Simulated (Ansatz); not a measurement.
# Geometry relaxation, with input and output: CH5FOSSi (part 2 of 2)

The same run, continued: CH5FOSSi, SMILES CO[SiH](F)S; RKS PBE-D4/def2-SVP (Ansatz 0.2.0). The geometry: force-field start.

### Trajectory as extended XYZ (Å, eV, eV/Å), 11 frames, from step=1 to step=11
```
10
Properties=species:S:1:pos:R:3:forces:R:3 step=1 energy=-24572.76819
C    -0.4706   -1.5735    0.3105   -2.1220   3.6632  -0.7531
O     0.4898   -0.5415    0.2350    0.4619   0.4019  -0.0085
Si   -0.0085    1.0477    0.0657    3.6095  -0.3780   3.5862
F    -0.9038    1.1580   -1.1683   -3.0691   0.2548  -3.4142
S     1.7603    2.2051   -0.3475   -0.5277   1.0937   1.7808
H    -0.0348   -2.4875    0.4128    1.7543  -3.2839   0.3989
H    -1.1480   -1.3732    1.1676   -0.2367  -0.3169   0.0980
H    -1.0706   -1.5378   -0.6313   -0.1830  -0.4244   0.2086
H    -0.6463    1.5248    1.3572   -0.0352   0.0336  -0.4733
H     2.1156    1.5267   -1.3988    0.3480  -1.0440  -1.4236
10
Properties=species:S:1:pos:R:3:forces:R:3 step=2 energy=-24573.19856
C    -0.4848   -1.5632    0.2973   -0.6036   0.8466  -0.3404
O     0.4935   -0.5348    0.1907    0.0552   0.1768  -0.1619
Si    0.0521    1.0701    0.0244    1.5556  -0.0187   2.2595
F    -0.9853    1.1759   -1.1593   -1.4067   0.1626  -1.6584
S     1.7913    2.2886   -0.2896   -0.4129  -0.1838   0.1832
H     0.0106   -2.5173    0.4268    0.4656  -0.7208   0.1212
H    -1.1665   -1.3963    1.1627    0.0203  -0.0363   0.0437
H    -1.1189   -1.6154   -0.6229    0.0936  -0.0490   0.1453
H    -0.5712    1.5765    1.2919   -0.1552  -0.0159  -0.1290
H     2.0624    1.4648   -1.3190    0.3882  -0.1615  -0.4633
10
Properties=species:S:1:pos:R:3:forces:R:3 step=3 energy=-24573.30500
C    -0.4952   -1.5586    0.2960    0.0216  -0.1631  -0.0156
O     0.4765   -0.5230    0.1660   -0.2174   0.0354  -0.0669
Si    0.0272    1.0818    0.0519    0.5873  -0.2446   0.4046
F    -1.0472    1.2060   -1.1532   -0.4367   0.0591  -0.4553
S     1.7752    2.2560   -0.3021    0.1976  -0.2346  -0.3601
H     0.0421   -2.5264    0.4175   -0.0744   0.1452  -0.0175
H    -1.1511   -1.4162    1.1884    0.0809   0.0191  -0.0188
H    -1.1604   -1.6384   -0.5982    0.1480   0.0634   0.0710
H    -0.6324    1.5707    1.3012    0.0017   0.0820  -0.0176
H     2.2483    1.4969   -1.3646   -0.3085   0.2379   0.4762
10
Properties=species:S:1:pos:R:3:forces:R:3 step=4 energy=-24573.31368
C    -0.4705   -1.5768    0.2932   -0.0290   0.2733  -0.0523
O     0.4521   -0.5107    0.0648   -0.1616   0.1032   0.1677
Si    0.0112    1.1000    0.0403   -0.1083   0.1065  -0.3435
F    -1.0441    1.3249   -1.2092    0.1412  -0.1541   0.3095
S     1.7780    2.2418   -0.2820   -0.0058   0.0116   0.0926
H     0.0929   -2.5247    0.3822    0.0685  -0.0173  -0.0278
H    -1.0515   -1.4301    1.2330    0.0260  -0.0124  -0.0150
H    -1.1882   -1.6589   -0.5504   -0.0453  -0.0939  -0.0092
H    -0.6612    1.6204    1.2733   -0.0214  -0.1572   0.0013
H     2.1644    1.3628   -1.2423    0.1357  -0.0596  -0.1232
10
Properties=species:S:1:pos:R:3:forces:R:3 step=5 energy=-24573.20277 accepted=F
C    -0.4878   -1.5228    0.3043    0.2947  -0.0631   0.1360
O     0.4185   -0.4377    0.2017    0.3835  -0.7768  -0.4592
Si    0.0256    1.1433    0.0098   -0.5350  -0.2645   0.3999
F    -1.0738    1.2604   -1.1977    0.0897   0.1515  -0.1770
S     1.8246    2.2168   -0.3159    0.0337   0.2428  -0.0199
H     0.1249   -2.4466    0.3418   -0.1380  -0.0876  -0.0029
H    -1.0847   -1.4684    1.2422   -0.0593   0.0226   0.0182
H    -1.1873   -1.5953   -0.5557    0.0113   0.0848  -0.0561
H    -0.7010    1.4423    1.2691   -0.0370   0.7265   0.1313
H     2.2241    1.3569   -1.2967   -0.0436  -0.0362   0.0297
10
Properties=species:S:1:pos:R:3:forces:R:3 step=6 energy=-24573.33152
C    -0.4690   -1.5604    0.2871   -0.0837  -0.0591   0.0207
O     0.4343   -0.4886    0.0718    0.0528   0.0725   0.0070
Si   -0.0052    1.1141    0.0219   -0.0444   0.0809   0.0095
F    -1.1001    1.3051   -1.1862    0.0488  -0.0379   0.0739
S     1.7711    2.2427   -0.3100    0.0021  -0.0113  -0.0214
H     0.1124   -2.5021    0.3577    0.0027   0.0200  -0.0085
H    -1.0425   -1.4390    1.2350    0.0123  -0.0056  -0.0056
H    -1.1977   -1.6590   -0.5472   -0.0053  -0.0081  -0.0150
H    -0.6578    1.6115    1.2767   -0.0005  -0.0498  -0.0549
H     2.2376    1.3246   -1.2038    0.0153  -0.0015  -0.0058
10
Properties=species:S:1:pos:R:3:forces:R:3 step=7 energy=-24573.33321
C    -0.4696   -1.5557    0.2888   -0.0219   0.0454  -0.0821
O     0.4451   -0.4831    0.0988    0.0058  -0.0067   0.0568
Si   -0.0050    1.1162    0.0272    0.0103   0.0085   0.0045
F    -1.1035    1.2730   -1.1798   -0.0027  -0.0083   0.0168
S     1.7636    2.2497   -0.3332   -0.0029   0.0011   0.0021
H     0.1076   -2.5008    0.3327   -0.0050  -0.0041  -0.0197
H    -1.0402   -1.4576    1.2407    0.0106   0.0189  -0.0042
H    -1.1971   -1.6180   -0.5517    0.0099  -0.0491   0.0456
H    -0.6666    1.6152    1.2735    0.0041   0.0007  -0.0231
H     2.2488    1.3100   -1.1942   -0.0080  -0.0065   0.0033
10
Properties=species:S:1:pos:R:3:forces:R:3 step=8 energy=-24573.33414
C    -0.4653   -1.5507    0.2856   -0.0271   0.0095  -0.0568
O     0.4516   -0.4769    0.1226    0.0069   0.0170   0.0315
Si   -0.0074    1.1193    0.0342    0.0273   0.0006  -0.0115
F    -1.1105    1.2554   -1.1709   -0.0093  -0.0105   0.0077
S     1.7590    2.2470   -0.3479    0.0098   0.0184   0.0012
H     0.1100   -2.4975    0.3154   -0.0043  -0.0058  -0.0096
H    -1.0406   -1.4668    1.2357    0.0013   0.0026   0.0003
H    -1.1881   -1.5991   -0.5594    0.0032  -0.0359   0.0335
H    -0.6695    1.6320    1.2730   -0.0005   0.0079  -0.0022
H     2.2439    1.2860   -1.1853   -0.0074  -0.0037   0.0060
10
Properties=species:S:1:pos:R:3:forces:R:3 step=9 energy=-24573.33501
C    -0.4638   -1.5490    0.2829   -0.0012  -0.0147  -0.0020
O     0.4541   -0.4712    0.1541    0.0126   0.0215  -0.0002
Si   -0.0065    1.1231    0.0382   -0.0138   0.0091   0.0121
F    -1.1175    1.2295   -1.1630    0.0018  -0.0065  -0.0070
S     1.7536    2.2526   -0.3662    0.0053  -0.0100  -0.0045
H     0.1107   -2.4971    0.2850   -0.0020   0.0071  -0.0035
H    -1.0375   -1.4914    1.2356   -0.0026  -0.0035   0.0067
H    -1.1881   -1.5765   -0.5601   -0.0070  -0.0078  -0.0057
H    -0.6687    1.6619    1.2658    0.0037   0.0022   0.0038
H     2.2467    1.2668   -1.1694    0.0030   0.0027   0.0003
10
Properties=species:S:1:pos:R:3:forces:R:3 step=10 energy=-24573.33519
C    -0.4609   -1.5468    0.2806    0.0205  -0.0251   0.0386
O     0.4545   -0.4622    0.1822   -0.0305  -0.0070  -0.0086
Si   -0.0113    1.1292    0.0443   -0.0020  -0.0061  -0.0140
F    -1.1241    1.2101   -1.1581    0.0083   0.0000   0.0094
S     1.7501    2.2490   -0.3821    0.0118  -0.0004  -0.0047
H     0.1162   -2.4935    0.2560   -0.0014   0.0236   0.0028
H    -1.0328   -1.5165    1.2361    0.0051  -0.0059  -0.0073
H    -1.1872   -1.5568   -0.5607   -0.0062   0.0167  -0.0199
H    -0.6726    1.6917    1.2624    0.0082  -0.0043  -0.0075
H     2.2514    1.2446   -1.1577   -0.0138   0.0084   0.0113
10
Properties=species:S:1:pos:R:3:forces:R:3 step=11 energy=-24573.33528
C    -0.4612   -1.5469    0.2815    0.0136  -0.0155   0.0108
O     0.4537   -0.4623    0.1808   -0.0213  -0.0011  -0.0023
Si   -0.0111    1.1292    0.0421    0.0028   0.0021   0.0073
F    -1.1232    1.2102   -1.1606    0.0066   0.0027   0.0027
S     1.7512    2.2500   -0.3795    0.0024  -0.0209  -0.0155
H     0.1171   -2.4926    0.2546   -0.0045   0.0123   0.0006
H    -1.0309   -1.5183    1.2384    0.0054   0.0000  -0.0089
H    -1.1888   -1.5552   -0.5593    0.0001   0.0056  -0.0003
H    -0.6714    1.6910    1.2607   -0.0015  -0.0020  -0.0047
H     2.2478    1.2437   -1.1559   -0.0037   0.0168   0.0103
```

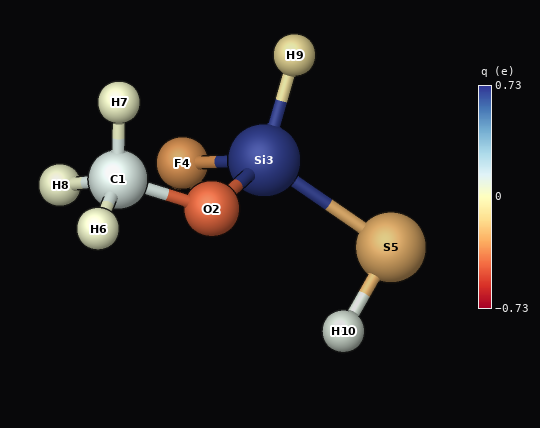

Fig. 1: Mulliken charges, as the colour of each atom (ball-and-stick view, seen at a tilt; atoms are numbered from 1 in the order of the input). By element: C +0.12, O −0.43, Si +0.69, F −0.30, S −0.23 and H −0.08 to +0.11 e.

The run was set up as follows.

### Input file
```yaml
crystal:
  periodic: [false, false, false]
  atoms:
    - {symbol: C, position_ang: [-0.470600, -1.573500, 0.310500]}
    - {symbol: O, position_ang: [0.489800, -0.541500, 0.235000]}
    - {symbol: Si, position_ang: [-0.008500, 1.047700, 0.065700]}
    - {symbol: F, position_ang: [-0.903800, 1.158000, -1.168300]}
    - {symbol: S, position_ang: [1.760300, 2.205100, -0.347500]}
    - {symbol: H, position_ang: [-0.034800, -2.487500, 0.412800]}
    - {symbol: H, position_ang: [-1.148000, -1.373200, 1.167600]}
    - {symbol: H, position_ang: [-1.070600, -1.537800, -0.631300]}
    - {symbol: H, position_ang: [-0.646300, 1.524800, 1.357200]}
    - {symbol: H, position_ang: [2.115600, 1.526700, -1.398800]}
basis:
  gaussian: {orbitals: def2-SVP}
hamiltonian: {xc: pbe, dispersion: d4}
relax: {f_tol: 0.03, max_steps: 200}
```

Run as:
```bash
ansatz run in.yaml --threads 4 --pin off --events-out ev --progress --plain --max-ram 10444MiB
```

### Key numbers

```tsv
quantity	value
outcome	converged
total energy	−24573.3353 eV
mean-field energy	−24573.1177 eV
dispersion energy	−0.2176 eV
SCF solution under orbital rotations	stable
largest force (length of the vector) at the end	0.026 eV/Å
dipole moment	1.75 D
hardware	4 threads of Intel Xeon @ 2.80GHz, 23 GiB of memory available, shared host
wall time	17 s (CPU time 58 s)
peak memory	0.2 GiB
```
